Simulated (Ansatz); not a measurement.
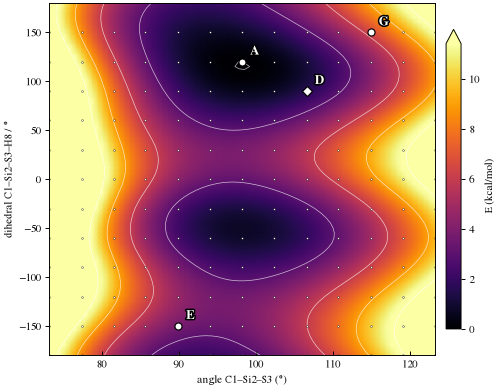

CH5SSi, SMILES C[SiH-]S, charge −1. 
- First axis: angle C1–Si2–S3. Second axis: dihedral C1–Si2–S3–H8.
- Nothing is relaxed (all other coordinates rigid).
- The grid has 13 × 12 points.
- Points are written as (first, second).
- Energies are in kcal/mol, from the lowest grid point.
- Level of theory: RKS PBE0-D4/def2-SVPD in Ansatz 0.2.0.

Drawn: a smooth colour map with a few white contour lines, dots at the grid points, one colour for all values above the top of the scale, lettered points. Between grid points the surface is interpolated.

Question: Is G the lowest point of the computed grid?

Answer: No. G lies 6.5 kcal/mol above the lowest grid point, which is at (98.2°, 120°).

Question: What kind of point is each of A, E, G: minimum, saddle, maximum or slope?

Answer: A: minimum; E: on a slope; G: on a slope. (In these two coordinates alone; a stationary point may lie a little off the grid point.)
